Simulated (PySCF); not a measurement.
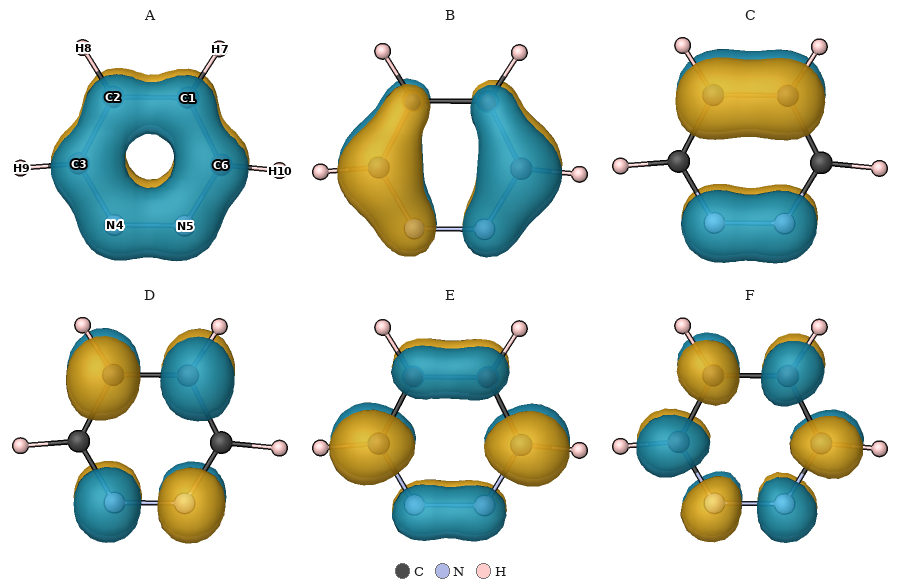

C4H4N2, SMILES `c1ccnnc1`. Natural orbitals of the π active space, CASSCF(6,6), triplet state at the geometry of the singlet, in order of falling occupation.

Computed with PySCF, def2-SVP basis, geometry: GFN2-xTB. No frequency check shows the geometry to be a minimum.

Input script:

```python
import numpy as np
from pyscf import gto, scf, dft, mcscf, mrpt
from pyscf.mcscf import avas

def solve(mol, dm0=None, hcore=None):
    mf = scf.ROHF(mol) if mol.spin else scf.RHF(mol)
    mf = mf.density_fit(auxbasis='def2-universal-jkfit')
    mf.conv_tol, mf.max_cycle = 1e-8, 80
    if hcore is not None:
        mf.get_hcore = lambda *args: hcore
    mf.kernel(dm0)
    if not mf.converged:
        mf = mf.newton().run(mf.mo_coeff, mf.mo_occ, max_cycle=30)
    assert mf.converged, 'SCF not converged'
    return mf

mol = gto.M(atom='''
C      0.69030     1.17017     0.00000
C     -0.69030     1.17017     0.00000
C     -1.31735    -0.07533     0.00000
N     -0.64929    -1.21206     0.00000
N      0.64929    -1.21206     0.00000
C      1.31735    -0.07533     0.00000
H      1.26333     2.08527     0.00000
H     -1.26333     2.08527     0.00000
H     -2.39425    -0.16986     0.00000
H      2.39425    -0.16986     0.00000
''', basis='def2-svp', charge=0, spin=0, verbose=4)
mf = solve(mol)
ncas, nel, orbs = avas.avas(mf, ['C 2pz', 'N 2pz'], threshold=0.5, openshell_option=3)
print('active space', nel, ncas)
assert 2 <= ncas <= 10, 'active space too large or empty'
mc = mcscf.CASSCF(mf, ncas, nel)
mc.natorb, mc.max_cycle_macro = True, 60
mc.fix_spin_(ss=mol.spin / 2 * (mol.spin / 2 + 1))
mc.kernel(orbs)
occ = mc.mo_occ[mc.ncore:mc.ncore + ncas]
print('natural occupations', occ.round(4))
e2 = mrpt.NEVPT(mc).kernel()
out = dict(c=mc.mo_coeff[:, mc.ncore:mc.ncore + ncas], occ=occ, e=mc.e_tot, e2=e2, ehf=mf.e_tot, ok=mc.converged, nel=nel, w0=abs(mc.ci).max() ** 2, dm=mc.make_rdm1())
# the other spin state at the same geometry
other = mol.copy().set(spin=2).build()
mo = scf.ROHF(other).density_fit(auxbasis='def2-universal-jkfit').run()
na = (nel + other.spin) // 2
m2 = mcscf.CASSCF(mo, ncas, (na, nel - na))
m2.natorb = True
m2.fix_spin_(ss=other.spin / 2 * (other.spin / 2 + 1))
m2.kernel(mc.mo_coeff)
e2o = mrpt.NEVPT(m2).kernel()
print('other state above this one / eV: CASSCF', (m2.e_tot - mc.e_tot) * 27.211386, 'NEVPT2', (m2.e_tot + e2o - mc.e_tot - e2) * 27.211386)
np.savez('result.npz', eo=m2.e_tot, e2o=e2o, oko=m2.converged, occo=m2.mo_occ[mc.ncore:mc.ncore + ncas], co=m2.mo_coeff[:, mc.ncore:mc.ncore + ncas], **out)
```

Launched as:

```sh
OMP_NUM_THREADS=1 python input.py
```

The run took 31 s on 1 thread of Arm Neoverse V2, with other jobs on the host, peak memory 0.26 GiB.

What are the natural occupation numbers?

A 1.90, B 1.54, C 1.38, D 0.62, E 0.46, F 0.10.

Where does the lowest triplet lie relative to the singlet, at this geometry and within this active space?

4.74 eV above it by strongly contracted NEVPT2 (+4.10 eV by CASSCF); a small basis tends to put such gaps a few tenths of an eV too high. This is a vertical energy for π states alone; a state that uses lone pairs or σ orbitals may lie lower.
